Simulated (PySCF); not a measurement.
Consider C5H3N (Vinylcyanoacetylene).

```
atom    x (Å)    y (Å)    z (Å)
   C  -1.5339  -1.1272  -0.5529
   C  -0.4088  -1.0669   0.1762
   C   0.4055   0.0884   0.2769
   C   1.1257   1.0675   0.3798
   C   1.9340   2.1705   0.4950
   N   2.6181   3.1067   0.5931
   H  -1.8911  -0.2661  -1.1230
   H  -2.1222  -2.0465  -0.5923
   H  -0.0698  -1.9435   0.7408
```

Geometry: PBE0-D3(BJ)/def2-SVP.

Theory: PySCF, PBE0/def2-SVPD, SCF density, gas phase.

Q: What can the converged electron density and electron localisation function tell about the bonding?

A: C–N (1.16 Å): the density is about 3.4 e/Å³ at the midpoint; the ELF peaks at about 0.85 between the atoms (a multiple bond).
C–C (1.22 Å): ρ is about 2.6 e/Å³ halfway; the ELF peaks at about 0.85 between the atoms (a short, multiple covalent bond).
C–H (1.09 Å): ρ at the midpoint is about 2 e/Å³; the ELF climbs to about 1 towards the hydrogen, as it does in any bond to H (an ordinary covalent bond to hydrogen).
C–C (1.34 Å): the density is about 2.2 e/Å³ at the midpoint; the ELF peaks at about 0.95 between the atoms (a multiple bond).

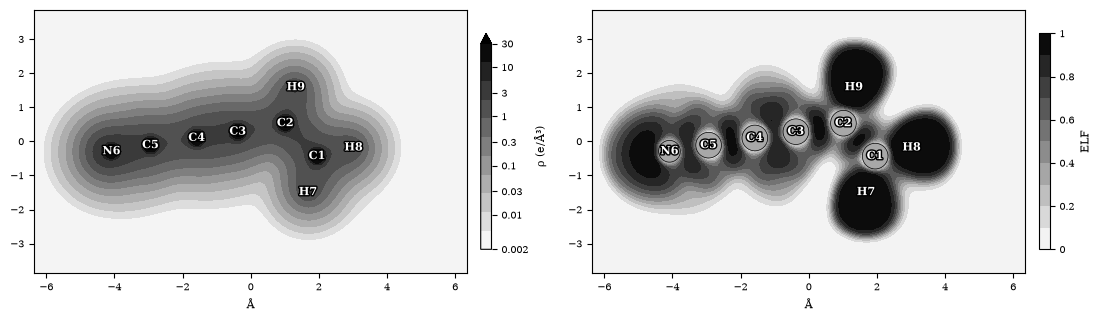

Computed electron density and electron localisation function on the molecular plane, in this order. Grey discs cover the atomic cores in the ELF map. 
